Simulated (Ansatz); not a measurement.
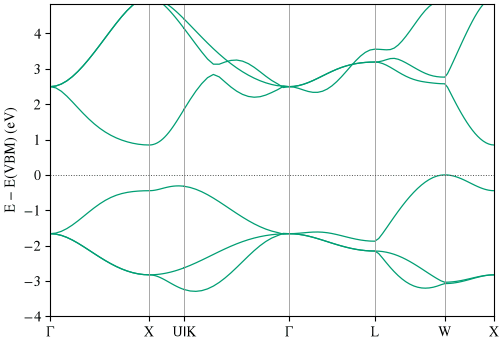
Figure. Band structure from PBE in the plane-wave PAW code Ansatz

Problem. Read off the gap and where the band edges lie.

Solution. About 0.8 eV (0.84 eV by a search for the band edges); maximum at W, minimum at X.

Problem. Which compound is it?
A) MgTe, zinc blende
B) BaO, rock salt
C) PbS, zinc blende

Solution. C, PbS, zinc blende

Space group F-43m (zinc blende). The start of the workflow was typed in or built on a structure type; neither database checked (COD, Materials Project) lists it. It is not the phase usual at ambient conditions (space group No. 225). Symmetry was held in the PBE relaxation; whether a distortion lowers the energy is not shown. Scalar-relativistic: spin–orbit coupling is off unless named, which matters more the heavier the elements.

Potentials: the later of the program's two PAW sets.
